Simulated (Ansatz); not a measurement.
# A hypothetical structure for YFeRh

Starting from a made-up structure for YFeRh, the aim is the relaxed cell, its shortest contacts and, where a second run follows, its electronic structure.

Method: DFT, PBE, plane-wave PAW, files of the set soft_1, scalar-relativistic, ferromagnetic start, cell and ions relaxed at zero pressure; PAW set soft_1, in the first sound run; inputs show where later runs differ, in Ansatz 0.2.0.

### 1. The structure

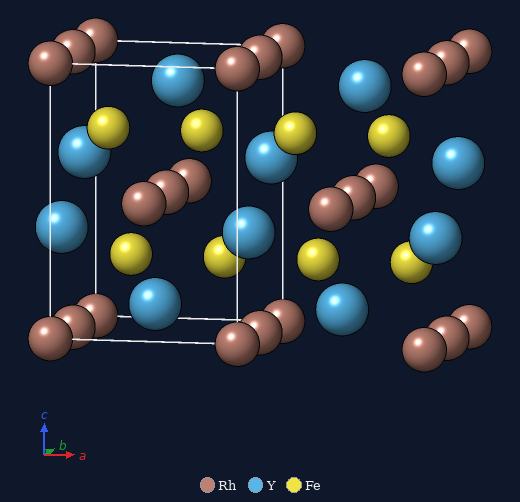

Start, viewed slightly off an axis; rhodium pink, yttrium blue, iron yellow. 2×1×1 cells are drawn. This picture shows the conventional cell, with its axes. Some periodic images of atoms are drawn too.

### 2. Relaxing cell and atoms

The guessed cell has no reason to be at equilibrium. It is relaxed with the atoms, within the space group of the guess.

The input, input.yaml:

```yaml
crystal:
  lattice:
    - [-2.5645, 2.5775, 3.7005]
    - [2.5645, -2.5775, 3.7005]
    - [2.5645, 2.5775, -3.7005]
  atoms:
    - { symbol: Rh, position: [0.0, 0.0, 0.0], spin: 0.6 }
    - { symbol: Rh, position: [0.5, 0.0, 0.5], spin: 0.6 }
    - { symbol: "Y", position: [0.8652, 0.6152, 0.25] }
    - { symbol: "Y", position: [0.1348, 0.3848, 0.75] }
    - { symbol: Fe, position: [0.5, 0.5, 0.5], spin: 3.0 }
    - { symbol: Fe, position: [0.5, 0.0, 0.0], spin: 3.0 }
magnetization:
  spin_polarized: true
kpoints:
  mp_grid: { grid: [7, 7, 7] }
scf:
  occupations: { method: fermi_dirac, width: 0.05 }
hamiltonian:
  xc: pbe
  pseudopotentials: { kind: paw, azcp: { folder: soft_1 } }
relax:
  f_tol: 0.015
  max_steps: 70
  cell: {}
output:
  forces: true
  stress: true
```

Launch:

```sh
$ ansatz run input.yaml --threads 4 --pin off --max-ram 10240MiB --backend cpu --events-out ev --progress --plain --runs-dir out
```

Numbers of over 12 decimals in the logs are rounded to 6 here.

Output:

```text
Engine: ansatz 0.2.0, x86_64-unknown-linux-gnu
Pseudopotentials: kind: paw
Pseudopotential: Rh, paw, valence charge 17, recommended cutoff 420 eV (normal), soft_1/Rh.paw.azcp
Pseudopotential: Y, paw, valence charge 11, recommended cutoff 420 eV (normal), soft_1/Y.paw.azcp
Pseudopotential: Fe, paw, valence charge 16, recommended cutoff 420 eV (normal), soft_1/Fe.paw.azcp
Functional definition: PBE
  parameter kappa = 0.804
  parameter beta = 0.066725
  exchange = pbe_x(kappa = kappa, mu = beta*pi^2/3)
  correlation = pbe_c(beta = beta)
Crystal: 6 atoms, lattice volume = 97.841 Å³
Basis set: ecut = 420 eV, 1909 PW (Γ), exchange–correlation on 72×72×72 points (8 copies of the dense FFT grid, shifted against one another)
Bands: 58, of which v1, the nominal top of the filled ones, is band 44 counted from 1 (43 counted from 0)
Symmetry: 8 space group operations
Space group: Imma (ITA 74), of the structure as read, at distance tolerance 4.6e-5 Å
Magnetic group: BNS 74.554 (UNI 652), of the structure as read, at distance tolerance 4.6e-5 Å
k-points: 64 of 343
Non-local potential: Rh, projectors of the file, l = 0: 3, l = 1: 2, l = 2: 2, l = 3: 1
Non-local potential: Y, projectors of the file, l = 0: 3, l = 1: 2, l = 2: 2, l = 3: 1
Non-local potential: Fe, projectors of the file, l = 0: 3, l = 1: 2, l = 2: 3, l = 3: 1
PAW form: soft (Blöchl's): semilocal exchange-correlation on the pseudo side does not see the compensation charge
PAW one-centre angular grid: Rh, 590 points (default); XC on 64 Gauss nodes
PAW one-centre angular grid: Y, 590 points (default); XC on 64 Gauss nodes
PAW one-centre angular grid: Fe, 590 points (default); XC on 64 Gauss nodes
Initial density: superposition of atomic densities (chi_scale 0.1, normalization cell, long waves kept (reshape's long-wave potential 0.00 eV rms))
Starting moments: Σ|m| = 7.2 μB on 4 of 6 sites
Initial wavefunctions: pseudopotential atomic-orbital guess
Functional: x = pbe(κ = 0.804, μ = 0.219515), c = pbe(β = 0.066725)
SCF iter   1: F=—  HF=-29473.006931 eV  |F-HF|=—  |Δ(HF+E_count)|=         —  Δρ=9.56e-2 (↑9.56e-2 ↓9.25e-2)  dr2=6.32e1  dr2_m=1.06e-1  M=5.780 μB ∫|m|=6.778 μB  β_m=0.30  ethr=3.10e-3  ⟨swp⟩=5.8  Hψ=23032  notcnv=0  defer=18
Mixer restart at iter 1: flushing history
preconditioner: auto → Kerker (q_TF=auto, 2.681 Å⁻¹)  [metal: Δε(μ)=0.002 eV  Ē_g=9.957 eV  σ=0.050 eV  W_gap=0.01  n_scr=26 (ndim 8)  ℏωp=27.1 eV  f_vac=0.000  D(μ)=6.59/eV (n_scr^D=64)]
spin=Collinear: Kerker preconditioning applied to the charge; magnetization (m = ρ↑ − ρ↓) channel mixes plain (no charge-response kernel on spin).
SCF iter   2: F=—  HF=-29467.690906 eV  |F-HF|=—  |Δ(HF+E_count)|=    5.32e0  Δρ=5.01e-2 (↑4.76e-2 ↓5.01e-2)  dr2=1.94e1  dr2_m=8.32e-2  M=5.462 μB ∫|m|=6.768 μB  β_m=0.45  ethr=3.10e-3  ⟨swp⟩=3.0  Hψ=15696  notcnv=0  defer=425
SCF iter   3: F=—  HF=-29465.638607 eV  |F-HF|=—  |Δ(HF+E_count)|=    2.05e0  Δρ=1.83e-2 (↑1.83e-2 ↓1.76e-2)  dr2=6.84e-1  dr2_m=7.52e-2  M=5.013 μB ∫|m|=6.514 μB  β_m=0.61  ethr=3.10e-3  ⟨swp⟩=3.4  Hψ=16072  notcnv=0  defer=467
SCF iter   4: F=—  HF=-29466.256078 eV  |F-HF|=—  |Δ(HF+E_count)|=   6.17e-1  Δρ=1.85e-2 (↑1.01e-2 ↓1.85e-2)  dr2=9.27e-1  dr2_m=2.48e-2  M=4.732 μB ∫|m|=6.316 μB  β_m=0.54  ethr=7.77e-4  ⟨swp⟩=2.4  Hψ=14834  notcnv=0  defer=530
SCF iter   5: F=—  HF=-29466.535256 eV  |F-HF|=—  |Δ(HF+E_count)|=   2.79e-1  Δρ=6.66e-3 (↑5.48e-3 ↓6.66e-3)  dr2=9.79e-2  dr2_m=2.52e-2  M=4.473 μB ∫|m|=6.146 μB  β_m=0.77  ethr=7.77e-4  ⟨swp⟩=2.1  Hψ=11197  notcnv=0  defer=530
SCF iter   6: F=—  HF=-29466.574466 eV  |F-HF|=—  |Δ(HF+E_count)|=         —  Δρ=8.92e-3 (↑7.37e-3 ↓8.92e-3)  dr2=4.08e-2  dr2_m=5.48e-2  M=4.007 μB ∫|m|=5.727 μB  β_m=0.77  ethr=1.11e-4  ⟨swp⟩=2.7  Hψ=13137  notcnv=0  defer=538
Mixer restart at iter 6: flushing history
SCF iter   7: F=—  HF=-29466.563095 eV  |F-HF|=—  |Δ(HF+E_count)|=   1.14e-2  Δρ=4.98e-3 (↑4.98e-3 ↓2.92e-3)  dr2=6.63e-3  dr2_m=1.28e-2  M=3.937 μB ∫|m|=5.636 μB  β_m=0.89  ethr=4.64e-5  ⟨swp⟩=2.4  Hψ=12567  notcnv=0  defer=538
SCF iter   8: F=—  HF=-29466.564524 eV  |F-HF|=—  |Δ(HF+E_count)|=   1.43e-3  Δρ=1.95e-3 (↑1.59e-3 ↓1.95e-3)  dr2=1.09e-2  dr2_m=7.12e-5  M=3.927 μB ∫|m|=5.604 μB  β_m=0.79  ethr=7.54e-6  ⟨swp⟩=2.0  Hψ=14306  notcnv=0  defer=538
SCF iter   9: F=—  HF=-29466.562275 eV  |F-HF|=—  |Δ(HF+E_count)|=   2.25e-3  Δρ=1.73e-3 (↑1.73e-3 ↓6.68e-4)  dr2=3.76e-3  dr2_m=2.93e-4  M=3.904 μB ∫|m|=5.577 μB  β_m=0.61  ethr=7.54e-6  ⟨swp⟩=2.0  Hψ=14305  notcnv=0  defer=538
SCF iter  10: F=—  HF=-29466.561630 eV  |F-HF|=—  |Δ(HF+E_count)|=   6.45e-4  Δρ=3.89e-4 (↑3.89e-4 ↓1.60e-4)  dr2=1.94e-4  dr2_m=1.86e-5  M=3.907 μB ∫|m|=5.576 μB  β_m=0.81  ethr=4.28e-6  ⟨swp⟩=2.0  Hψ=9938  notcnv=0  defer=538
SCF iter  11: F=—  HF=-29466.561614 eV  |F-HF|=—  |Δ(HF+E_count)|=   1.58e-5  Δρ=1.41e-4 (↑4.83e-5 ↓1.41e-4)  dr2=2.97e-5  dr2_m=3.74e-6  M=3.911 μB ∫|m|=5.576 μB  β_m=0.90  ethr=2.20e-7  ⟨swp⟩=2.1  Hψ=12893  notcnv=0  defer=538
SCF iter  12: F=—  HF=-29466.561623 eV  |F-HF|=—  |Δ(HF+E_count)|=   8.65e-6  Δρ=7.46e-5 (↑1.81e-5 ↓7.46e-5)  dr2=9.15e-6  dr2_m=1.07e-6  M=3.912 μB ∫|m|=5.577 μB  β_m=0.95  ethr=3.37e-8  ⟨swp⟩=2.1  Hψ=9597  notcnv=0  defer=538
SCF iter  13: F=—  HF=-29466.561624 eV  |F-HF|=—  |Δ(HF+E_count)|=   4.05e-7  Δρ=1.02e-5 (↑8.52e-6 ↓1.02e-5)  dr2=3.23e-7  dr2_m=2.14e-9  M=3.913 μB ∫|m|=5.578 μB  β_m=0.98  ethr=1.04e-8  ⟨swp⟩=2.0  Hψ=10011  notcnv=0  defer=538
SCF iter  14: F=—  HF=-29466.561624 eV  |F-HF|=—  |Δ(HF+E_count)|=   1.08e-7  Δρ=7.58e-6 (↑6.13e-6 ↓7.58e-6)  dr2=1.84e-7  dr2_m=7.37e-10  M=3.913 μB ∫|m|=5.578 μB  β_m=0.99  ethr=3.67e-10  ⟨swp⟩=2.1  Hψ=9200  notcnv=0  defer=538
SCF iter  15: F=—  HF=-29466.561624 eV  |F-HF|=—  |Δ(HF+E_count)|=   1.09e-9  Δρ=6.78e-7 (↑6.78e-7 ↓4.89e-7)  dr2=1.20e-9  dr2_m=1.27e-10  M=3.913 μB ∫|m|=5.578 μB  β_m=0.99  ethr=2.09e-10  ⟨swp⟩=2.0  Hψ=9268  notcnv=0  defer=538
SCF iter  16: F=-29466.561624 eV  HF=-29466.561624 eV  |F-HF|=6.33e-10  |Δ(HF+E_count)|=  4.37e-11  Δρ=4.58e-7 (↑4.09e-7 ↓4.58e-7)  dr2=7.13e-10  dr2_m=6.67e-12  M=3.913 μB ∫|m|=5.578 μB  ethr=1.36e-12  ⟨swp⟩=1.0  Hψ=21024  notcnv=0
SCF 1 converged in 16 iterations: F = -29466.561624 eV  dr2 = 7.13e-10
  greatest PAW one-centre occupation: 1.000 electrons in one spin orbital (limit 2), on the Fe atom at site 5 (counted from 0), in its partial waves of l = 1
[...]
greatest PAW one-centre occupation: 1.001 electrons in one spin orbital (limit 2), on the Fe atom at site 4 (counted from 0), in its partial waves of l = 1
relax step   3: F+E_penalty+E_count = -29466.98614916 eV  Δ(F+E_penalty+E_count) = -5.865e-2 eV  max|allowed force component| = 1.350e-1 eV/Å  Δτ_max = 0.0319 Å  P = -0.127 GPa  Ω = 103.611 Å³  energy of the carried Pulay correction = -2.822e-3 eV  (10 SCF iters, dr2 threshold 6.00e-7 eV, accepted)
[...]
relax step   4: F+E_penalty+E_count = -29467.00143786 eV  Δ(F+E_penalty+E_count) = -1.529e-2 eV  max|allowed force component| = 1.909e-2 eV/Å  Δτ_max = 0.0205 Å  P = +0.024 GPa  Ω = 103.436 Å³  energy of the carried Pulay correction = -2.738e-3 eV  (10 SCF iters, dr2 threshold 6.00e-7 eV, accepted)
[...]
relax step   5: F+E_penalty+E_count = -29467.00225739 eV  Δ(F+E_penalty+E_count) = -8.195e-4 eV  max|allowed force component| = 5.885e-3 eV/Å  Δτ_max = 0.0030 Å  P = +0.046 GPa  Ω = 103.407 Å³  energy of the carried Pulay correction = -2.724e-3 eV  (8 SCF iters, dr2 threshold 2.84e-7 eV, accepted)
[...]
relax step   6: F+E_penalty+E_count = -29467.00263913 eV  Δ(F+E_penalty+E_count) = -3.817e-4 eV  max|allowed force component| = 1.663e-3 eV/Å  Δτ_max = 0.0019 Å  P = -0.005 GPa  Ω = 103.441 Å³  energy of the carried Pulay correction = -2.741e-3 eV  (7 SCF iters, dr2 threshold 1.68e-7 eV, accepted)
[...]
relax step   7: F+E_penalty+E_count = -29467.00698476 eV  Δ(F+E_penalty+E_count) = -4.346e-3 eV  max|allowed force component| = 1.483e-3 eV/Å  Δτ_max = 0.0000 Å  P = +0.046 GPa  Ω = 103.441 Å³  stress off target by 1.43e-1 GPa  SCF on the basis re-selected at this cell (its energy is not comparable with the rows above)  (10 SCF iters)
[...]
relax step   8: F+E_penalty+E_count = -29467.00700465 eV  Δ(F+E_penalty+E_count) = -1.989e-5 eV  max|allowed force component| = 1.169e-3 eV/Å  Δτ_max = 0.0007 Å  P = -0.002 GPa  Ω = 103.489 Å³  energy of the carried Pulay correction = -2.273e-5 eV  (8 SCF iters, dr2 threshold 5.14e-8 eV, accepted)
iter 1 solved again at ethr=2.11e-8 eV; its pass at ethr=3.10e-3 eV (dr2=1.86e-5 eV) is discarded
SCF iter   1: F=—  HF=-29467.007034 eV  |F-HF|=—  |Δ(HF+E_count)|=         —  Δρ=1.59e-6 (↑1.01e-6 ↓1.59e-6)  dr2=3.71e-9  dr2_m=2.11e-10  M=4.715 μB ∫|m|=6.309 μB  β_m=0.65  ethr=2.11e-8  ⟨swp⟩=4.1  Hψ=44354  notcnv=0
spin=Collinear: Kerker preconditioning applied to the charge; magnetization (m = ρ↑ − ρ↓) channel mixes plain (no charge-response kernel on spin).
SCF iter   2: F=—  HF=-29467.007035 eV  |F-HF|=—  |Δ(HF+E_count)|=   1.55e-7  Δρ=9.03e-7 (↑9.03e-7 ↓6.17e-7)  dr2=3.43e-10  dr2_m=3.81e-10  M=4.715 μB ∫|m|=6.309 μB  β_m=0.58  ethr=4.22e-12  ⟨swp⟩=2.7  Hψ=14572  notcnv=0
SCF iter   3: F=—  HF=-29467.007035 eV  |F-HF|=—  |Δ(HF+E_count)|=  4.44e-10  Δρ=2.97e-7 (↑2.97e-7 ↓2.43e-7)  dr2=1.04e-10  dr2_m=1.67e-11  M=4.715 μB ∫|m|=6.309 μB  β_m=0.55  ethr=1.00e-12  ⟨swp⟩=2.0  Hψ=13135  notcnv=0
SCF iter   4: F=—  HF=-29467.007035 eV  |F-HF|=—  |Δ(HF+E_count)|=  1.64e-10  Δρ=2.26e-7 (↑9.45e-8 ↓2.26e-7)  dr2=7.83e-11  dr2_m=9.96e-12  M=4.715 μB ∫|m|=6.309 μB  β_m=0.73  ethr=1.00e-12  ⟨swp⟩=1.1  Hψ=7458  notcnv=0
SCF iter   5: F=—  HF=-29467.007035 eV  |F-HF|=—  |Δ(HF+E_count)|=  3.09e-10  Δρ=2.76e-7 (↑7.38e-8 ↓2.76e-7)  dr2=1.07e-10  dr2_m=2.41e-11  M=4.715 μB ∫|m|=6.309 μB  β_m=0.86  ethr=1.00e-12  ⟨swp⟩=1.0  Hψ=7424  notcnv=0
SCF iter   6: F=—  HF=-29467.007035 eV  |F-HF|=—  |Δ(HF+E_count)|=  2.84e-10  Δρ=1.77e-7 (↑1.03e-7 ↓1.77e-7)  dr2=4.84e-11  dr2_m=1.35e-11  M=4.715 μB ∫|m|=6.309 μB  β_m=0.93  ethr=1.00e-12  ⟨swp⟩=2.0  Hψ=9249  notcnv=0
SCF iter   7: F=—  HF=-29467.007035 eV  |F-HF|=—  |Δ(HF+E_count)|=  1.46e-11  Δρ=1.14e-7 (↑1.06e-7 ↓1.14e-7)  dr2=4.83e-11  dr2_m=1.89e-13  M=4.715 μB ∫|m|=6.309 μB  β_m=0.88  ethr=1.00e-12  ⟨swp⟩=2.0  Hψ=10021  notcnv=0
SCF iter   8: F=—  HF=-29467.007035 eV  |F-HF|=—  |Δ(HF+E_count)|=  2.91e-11  Δρ=6.07e-8 (↑4.92e-8 ↓6.07e-8)  dr2=1.28e-11  dr2_m=7.33e-14  M=4.715 μB ∫|m|=6.309 μB  β_m=0.94  ethr=1.00e-12  ⟨swp⟩=1.0  Hψ=7424  notcnv=0
SCF iter   9: F=-29467.007035 eV  HF=-29467.007035 eV  |F-HF|=4.37e-11  |Δ(HF+E_count)|=  1.46e-11  Δρ=1.33e-7 (↑4.86e-8 ↓1.33e-7)  dr2=4.64e-11  dr2_m=2.11e-12  M=4.715 μB ∫|m|=6.309 μB  ethr=1.00e-12  ⟨swp⟩=2.2  Hψ=21076  notcnv=0
SCF 9 converged in 9 iterations: F = -29467.007035 eV  dr2 = 4.64e-11
relax step   9: F+E_penalty+E_count = -29467.00703465 eV  Δ(F+E_penalty+E_count) = -3.000e-5 eV  max|allowed force component| = 1.158e-3 eV/Å  Δτ_max = 0.0000 Å  P = -0.003 GPa  Ω = 103.489 Å³  stress off target by 1.28e-2 GPa  SCF on the basis re-selected at this cell (its energy is not comparable with the rows above)  (9 SCF iters)
basis re-selected at this cell: Δ(F+E_penalty+E_count) = -3.000e-5 eV, ΔP = -0.000 GPa vs the last step (what re-selecting the basis moved, of the pressure what is left beyond the Pulay correction that the steps carried, after the strain that the cell walked since its last selection, with what the two solves' SCF thresholds leave and, on support functions, any second-order correction that the steps lacked; it is no m [...]
SCF converged after 9 iterations
Magnetization: 4.7153 μB (46.3576 up, 41.6424 down)
Absolute magnetization: 6.3091 μB (∫|ρ↑−ρ↓|, with the PAW one-centre terms)
Spin contamination: 0.5043 ħ² per cell (⟨S²⟩ above its minimum at these occupations)
Per-site moments (μB) at R_I (Å): [(0.279042, 1.087461), (0.279042, 1.087461), (-0.158629, 1.236338), (-0.158629, 1.236338), (2.426247, 1.030681), (2.426247, 1.030681)]
Free energy (F): -29467.007035 eV
Harris-Foulkes:  -29467.007035 eV  (|F-HF|=4.37e-11)
Internal energy: -29466.958011 eV  (E = F + TS)
E sigma→0 (E₀):  -29466.982523 eV
Entropy (-TS):   -0.049024 eV (-8.171 meV/atom)
Fermi energy:    16.005193 eV
--- Per-component energies (eV) ---
  E_band       = -966.877905
  E_kinetic    = 2371.308822
  E_local      = -10391.761919  (includes V_loc(G=0)·N_el)
  E_nonlocal   = 1230.734735
  E_hartree    = 4168.223319
  E_xc         = -984.510286
  E_vxc        = -1204.707789  (∫ρ·V_xc dr)
  E_paw        = -15603.969936  (= ΣΔE_a)
  E_vpaw       = -1308.895988  (= ΣTr[D̂ρ^β])
  E_aug_tail   = -0.002078  (compensation charges beyond the density's cutoff)
  E_ewald      = -10256.980667
  E_smearing   = -0.049024  (= −TS)
  E_closure    = 0.000000  (closes the sum)
  Σ components = -29467.007035   (vs F -29467.007035, Δ=0.00e0)
--- Forces (eV/Å), atoms counted from 1 ---
  atom   1  Rh     0.00000000     0.00000000     0.00000000
  atom   2  Rh     0.00000000     0.00000000     0.00000000
  atom   3  Y      0.00000000     0.00000000     0.00115795
  atom   4  Y      0.00000000     0.00000000    -0.00115795
  atom   5  Fe     0.00000000    -0.00000000     0.00000000
  atom   6  Fe    -0.00000000    -0.00000000     0.00000000
  max |Σ_I F_I| component: 5.05e-29 eV/Å
--- Stress (GPa, compression-positive) ---
       -0.012778       0.000000       0.000000
        0.000000       0.011077       0.000000
        0.000000       0.000000      -0.006144
  P = ⅓ Tr σ = -0.0026 GPa (-0.026 kbar)
--- Relaxed structure (7 steps of the walk, 7 accepted, 2 SCFs on fresh bases) ---
  F+E_penalty+E_count = -29467.00703465 eV   max|allowed force component| = 1.158e-3 eV/Å   (the final SCF, on the basis selected at the relaxed cell)
  cell:  # Å, volume = 103.4887 Å³
    - [-2.498620, 2.790337, 3.710872]
    - [2.498620, -2.790337, 3.710872]
    - [2.498620, 2.790337, -3.710872]
  atoms:
    - { symbol: Rh, position: [3.1252055595672774e-19, 3.1252055595672774e-19, 0] }
    - { symbol: Rh, position: [0.500000, 3.125205559567277e-19, 0.500000] }
    - { symbol: Y, position: [0.870024, 0.620024, 0.250000] }
    - { symbol: Y, position: [0.129976, 0.379976, 0.75] }
    - { symbol: Fe, position: [0.500000, 0.500000, 0.5] }
    - { symbol: Fe, position: [0.500000, -5.551115123125783e-17, -2.7755575615628914e-17] }
```

Run time: 35 s. Hardware: 4 threads of AMD EPYC 9R45 (Zen 5), shared host; peak memory 0.94 GiB; 2.2 min of CPU time.

Step by step:

```
step  energy less that of the first step (eV)  largest force component (eV/Å)  pressure (GPa)  volume (Å³)
   1                                   0.0000                          0.7857            7.64        97.84
   2                                  -0.3659                          0.3782            1.02       102.70
   3                                  -0.4245                          0.1350           -0.13       103.61
   4                                  -0.4398                          0.0191            0.02       103.44
   5                                  -0.4406                          0.0059            0.05       103.41
   6                                  -0.4410                          0.0017            0.00       103.44
  7*                                  -0.4454                          0.0015            0.05       103.44
   8                                  -0.4454                          0.0012            0.00       103.49
  9*                                  -0.4454                          0.0012            0.00       103.49
```

Relaxation steps marked * repeat the geometry before them on a plane-wave basis chosen anew for their cell, so energy and pressure can jump there.

The run keeps the 8 symmetry operations that it works with, so distortions that break them were not tested.

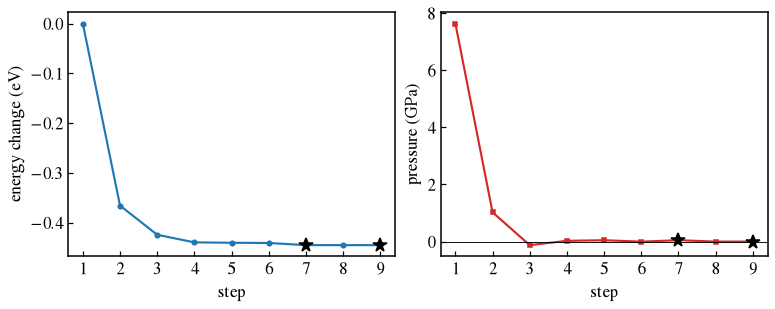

Energy and pressure along the relaxation. Stars mark steps on a basis chosen anew.

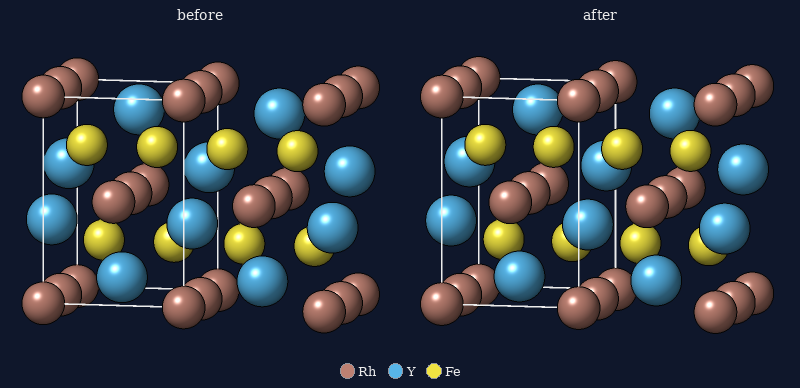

Before and after, at one scale.

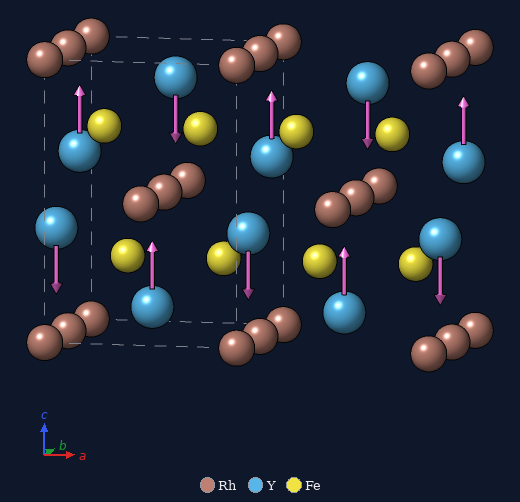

Displacements in the relaxation, exaggerated, measured against the changing cell; the longest in the cell stands for 0.04 Å. 2×1×1 conventional cells are drawn. Some periodic images of atoms are drawn too.

```
conventional cell, symmetrised  before  after  change
                         a (Å)   5.129  4.997  -2.6 %
                         b (Å)   5.155  5.581  +8.3 %
                         c (Å)   7.401  7.422  +0.3 %
              volume (Å³/atom)   16.31  17.25  +5.8 %
```

The atoms that moved most (Å, as changes of fractional coordinates times the final cell):

```csv
atom,dx,dy,dz,length
Y4,0.000,0.000,-0.036,0.036
Y3,0.000,0.000,0.036,0.036
```

This step gave:

```yaml
free_energy: -29467.0070 eV
energy_at_zero_smearing: -29466.9825 eV
smearing_term_ts: 0.04902 eV
fermi_energy: 16.01 eV
magnetization: 4.715 μB
absolute_magnetization: 6.309 μB
site_moments: 0.2790, 0.2790, -0.1586, -0.1586, 2.426, 2.426 μB
electrons: 88
symmetry_operations: 8
pressure: -0.002615 GPa
```

Site moment by atom:

```csv
atom,site moment (μB)
Rh1,0.28
Rh2,0.28
Y3,-0.16
Y4,-0.16
Fe5,2.43
Fe6,2.43
```

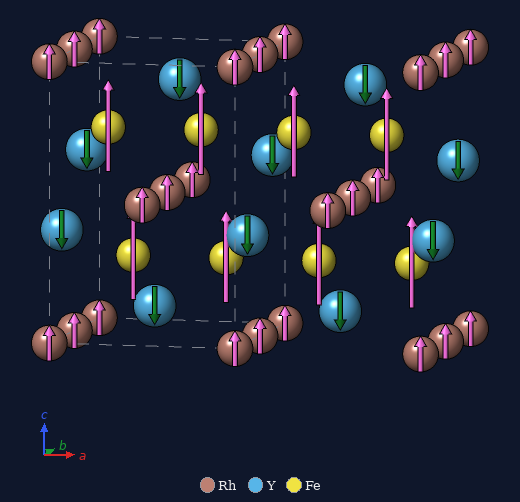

Site moment as arrows, the longest 2.43 μB. Up and down stand for the sign. Arrows give size and sign along the axis of quantisation, drawn up and down the page. Each arrow also spans its atom, so small moments look longer than they are. The two directions have two colours. 2×1×1 conventional cells are drawn. Some periodic images of atoms are drawn too.

The shortest distance of each pair, which need not be the same contact before and after:

| pair | guess (Å) | relaxed (Å) |
| --- | --- | --- |
| Fe–Fe | 2.564 | 2.499 |
| Fe–Rh | 2.594 | 2.636 |
| Rh–Rh | 2.578 | 2.790 |
| Rh–Y | 2.994 | 2.997 |
| Fe–Y | 2.992 | 3.017 |

The relaxation ends with a largest force component of 0.0012 eV/Å and a pressure of 0.00 GPa.

[end of part 1 of 2]

[Logs are printed without paths, hosts, clocks, repeated set-up lines and the standing remarks that a program may print on its own settings, such as how far it seeks lower states.]

[Hosts, paths, dates, database ids (printed as entryN), source tags and the programs' standing remarks are cut or masked in the printed files.]
